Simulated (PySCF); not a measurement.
**C₄H₄BBrCl₂: electronic excitations**

Wanted: the electronic excitations of C₄H₄BBrCl₂ (`C#C[C@@H](Br)CB(Cl)Cl`), by calculation.

Programs: PySCF 2.14.0, with density-fitted response routines of our own. Each step states its level of theory. These are calculated values for one molecule in the gas phase, unless marked as measured. Atoms count from 0, in the outputs and in this text.

### 1 The starting structure

12 atoms, charge 0, multiplicity 1; geometry from: GFN2-xTB.

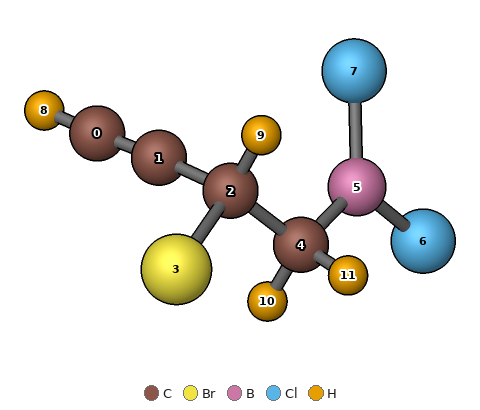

The starting geometry (carbon brown, bromine yellow, boron pink, chlorine blue, hydrogen amber), atoms numbered.

### 2 Excited states and response: CAM-B3LYP/def2-SVPD

Job settings and geometry (Å):

```
{"job": {"kind": "uv", "xc": "CAM-B3LYP", "basis": "def2-SVPD", "nstates": 8, "ntriplets": 3}, "charge": 0, "multiplicity": 1}
C     -1.078524     2.137293     0.782520
C     -0.947933     0.964895     0.578575
C     -0.844544    -0.440411     0.285216
Br    -2.596304    -1.065400    -0.448514
C      0.261238    -0.745308    -0.723975
B      1.735979    -0.438020    -0.197850
Cl     3.045990    -0.436147    -1.304034
Cl     2.051257    -0.134997     1.462514
H     -1.168750     3.163048     0.982716
H     -0.717906    -1.014456     1.206151
H      0.063737    -0.188448    -1.645111
H      0.196959    -1.802736    -1.004234
```

Method: TDDFT CAM-B3LYP/def2-SVPD, vertical, gas phase, core orbitals frozen in the response.

On the command line:

```sh
$ OMP_NUM_THREADS=1 python probes_run.py task.json out
```

This one command runs all jobs of the session in turn.

The program printed:

```text
coarse grid: 55752 points
cycle   1  E = -3673.5166045095  dE =  1.205e-01  |g| = 4.895e-01  |ddm| = 9.918e+00
cycle   2  E = -3673.5158159529  dE =  7.886e-04  |g| = 5.309e-01  |ddm| = 2.195e+00
cycle   3  E = -3673.5848182822  dE = -6.900e-02  |g| = 1.119e-01  |ddm| = 1.014e+00
cycle   4  E = -3673.5872748431  dE = -2.457e-03  |g| = 5.269e-02  |ddm| = 2.276e-01
cycle   5  E = -3673.5879424250  dE = -6.676e-04  |g| = 1.257e-02  |ddm| = 1.527e-01
cycle   6  E = -3673.5879786693  dE = -3.624e-05  |g| = 2.714e-03  |ddm| = 3.128e-02
cycle   7  E = -3673.5879810088  dE = -2.339e-06  |g| = 6.467e-04  |ddm| = 7.946e-03
final grid: 114096 points
cycle   8  E = -3673.5879465199  dE = -1.121e-07  |g| = 5.616e-04  |ddm| = 4.652e-03
cycle   9  E = -3673.5879465265  dE = -6.644e-09  |g| = 5.876e-04  |ddm| = 1.934e-03
cycle  10  E = -3673.5879466016  dE = -7.510e-08  |g| = 4.686e-05  |ddm| = 9.218e-04
cycle  11  E = -3673.5879466023  dE = -6.912e-10  |g| = 2.844e-05  |ddm| = 1.464e-04
converged SCF energy = -3673.5879466023

Static polarisability (au): isotropic 106.973, principal 88.020 110.714 122.186

Singlet excitations
state   eV       nm        f      main configurations
  1   5.4032    229.5   0.01182   H->L+1 0.50, H->L 0.18, H-1->L+1 0.10
  2   5.4268    228.5   0.00224   H-1->L+1 0.57, H-1->L 0.24, H->L+1 0.10
  3   5.8056    213.6   0.00233   H-2->L+1 0.36, H-3->L+1 0.20, H-2->L 0.20
  4   6.0482    205.0   0.00379   H-5->L 0.32, H-1->L 0.19, H-3->L 0.14
  5   6.2166    199.4   0.00479   H-4->L 0.68, H->L 0.11, H-4->L+1 0.09
  6   6.3099    196.5   0.06962   H-3->L+1 0.23, H-2->L+1 0.15, H-3->L 0.12
  7   6.5843    188.3   0.00982   H->L 0.52, H->L+1 0.25
  8   6.7024    185.0   0.00154   H-2->L 0.30, H-1->L 0.23, H-2->L+1 0.15

Triplet excitations (Tamm-Dancoff, eV): 4.6161 4.8357 5.1264
```

Wall time 2 min (1 thread of Arm Neoverse N1, shared host); peak memory 1 GiB.

Frontier orbitals and where they lie:

```csv
orbital,eV,atoms
HOMO−3,-9.96,"Br3 34 %, C0 22 %, C1 22 %"
HOMO−2,-9.81,"C0 31 %, C1 30 %, Br3 18 %"
HOMO−1,-9.46,"Br3 70 %, C2 8 %, C0 5 %"
HOMO,-9.30,"Br3 55 %, C1 19 %, C0 19 %"
LUMO,-0.50,"B5 36 %, Cl7 17 %, Cl6 15 %"
LUMO+1,-0.11,"Br3 41 %, C2 19 %, B5 9 %"
LUMO+2,0.51,"B5 43 %, Cl7 13 %, Cl6 12 %"
```

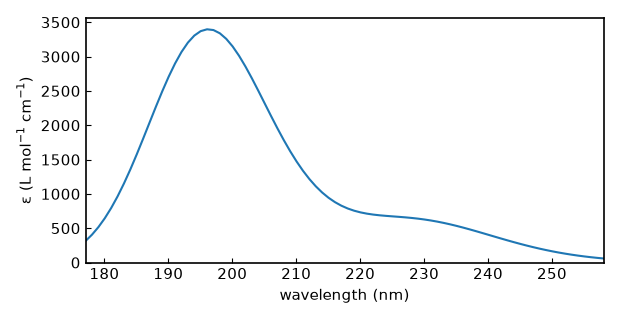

Absorption spectrum: each of the 8 states is a Gaussian band of 0.4 eV half-width at 1/e. Beyond the last state computed it falls off for lack of states.

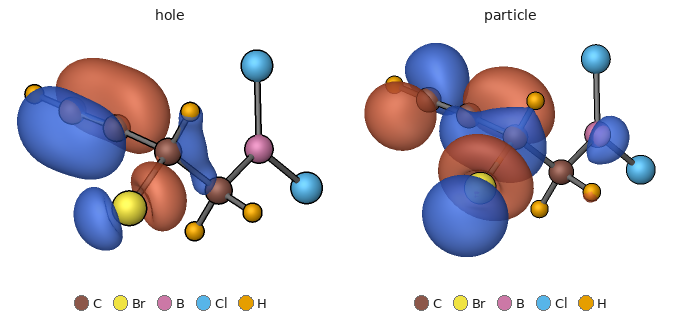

Leading natural transition orbitals of singlet state 6: the electron leaves the hole (left) for the particle orbital (right).

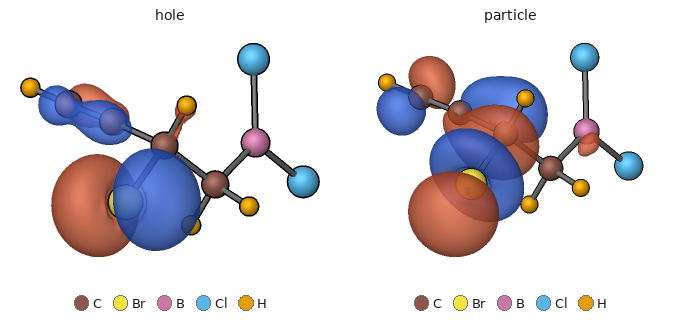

Leading natural transition orbitals of singlet state 1: the electron leaves the hole (left) for the particle orbital (right).

Further results of this job:

```csv
property,computed
dipole moment (D),0.97
polarisability (Å³),15.85
HOMO–LUMO gap (eV),8.80
−ε(HOMO) (eV),9.30
```

The fields below are evaluated on a grid from the run's orbitals.

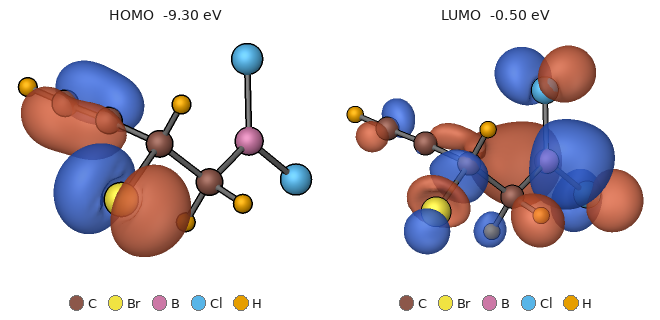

CAM-B3LYP/def2-SVPD orbitals near the gap, drawn at the value that encloses 70 % of each; the two colours are the two signs.

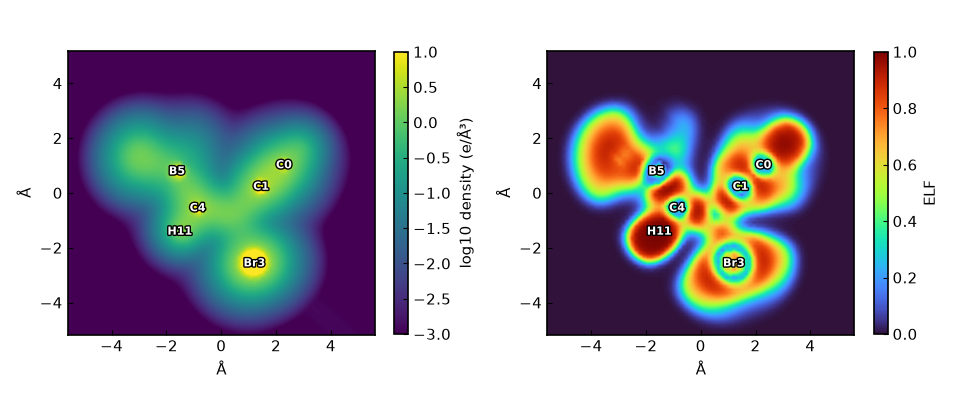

Density (left) and ELF (right) in a plane through or near 6 of the atoms.

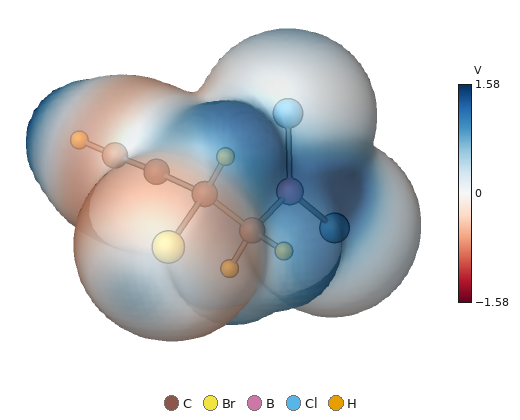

Electrostatic potential on the surface of density 0.002 e/bohr³; red is low, blue high. It runs from -0.66 V near Br3 to 1.58 V near H8.

### 3 Results

| quantity | value |
| --- | --- |
| lowest singlet (CAM-B3LYP/def2-SVPD) | 5.40 eV (229 nm), f = 0.012 |
| brightest single state of those computed | state 6, 6.31 eV, f = 0.070 |
| lowest triplet | 4.62 eV |
| surface potential, least and greatest | -0.66 V and 1.58 V |

What this shows: The lowest singlet, at 5.40 eV, is HOMO→LUMO+1 0.50, HOMO→LUMO 0.18 and is weak; of the 8 states computed, the strongest absorption comes from state 6 at 6.31 eV. The lowest triplet lies 0.79 eV below the lowest singlet (triplets in Tamm-Dancoff, singlets in full TDDFT). At CAM-B3LYP/def2-SVPD, counted by nearest atom on the grid, the HOMO lies on Br3 58 %; C0 20 %, the LUMO on B5 48 %; Cl6, Cl7 about 12 % each.
